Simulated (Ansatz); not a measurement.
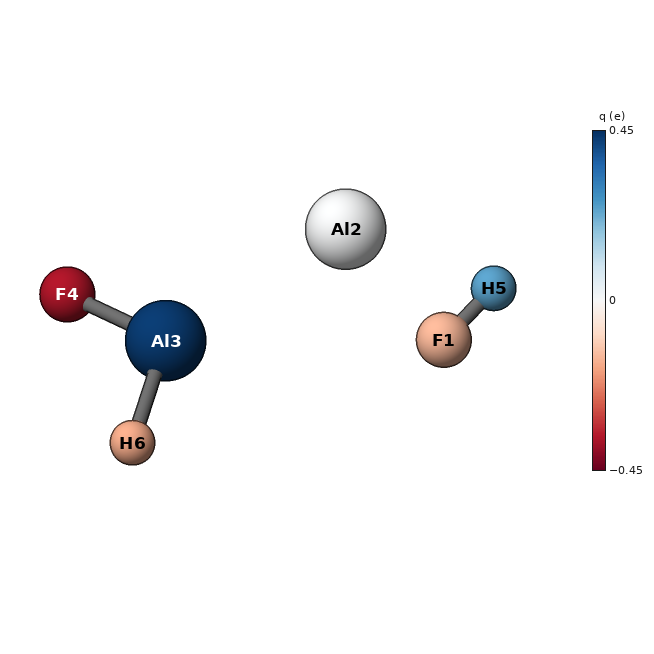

Atoms are coloured by their Mulliken charges. The geometry was computed by an optimisation with PBE-D4/def2-SVP. No frequency run is at hand to confirm it as a minimum. Method: RKS PBE-D4/def2-SVP (Ansatz 0.2.0).

Which atom carries the highest charge (most positive or least negative)?

Answer. Al3 (0.43 e).

And the lowest?

Answer. F4 (−0.36 e).

Give the Mulliken charges atom by atom.

```csv
atom,value (e)
F1,−0.15
Al2,0.01
Al3,0.43
F4,−0.36
H5,0.24
H6,−0.17
```

Mulliken values depend strongly on the basis set and can even reverse the polarity of a bond.
